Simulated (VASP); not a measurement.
Band structure of CdF2 (fluorite). Computed with TPSS meta-GGA, VASP's PBE PAW potentials (set 64) (plane waves; VASP).

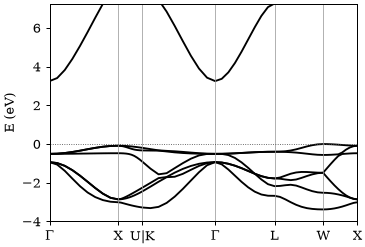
Fig. 1. Bands along high-symmetry lines, zero at the valence-band maximum or, without a gap, the Fermi level

**Question.** Read the plot: is there a gap, and where are the band edges?

**Answer.** The gap is indirect, 3.25 eV, from the valence maximum at W to the conduction minimum at Γ.

Measured: gap 7.80 eV (computed value off by -4.55 eV), as given by Giancarlo Cappellini et al., Physical Review B (2013), arXiv:1302.2571.

The compound is CdF2 in the fluorite structure. It was relaxed first.
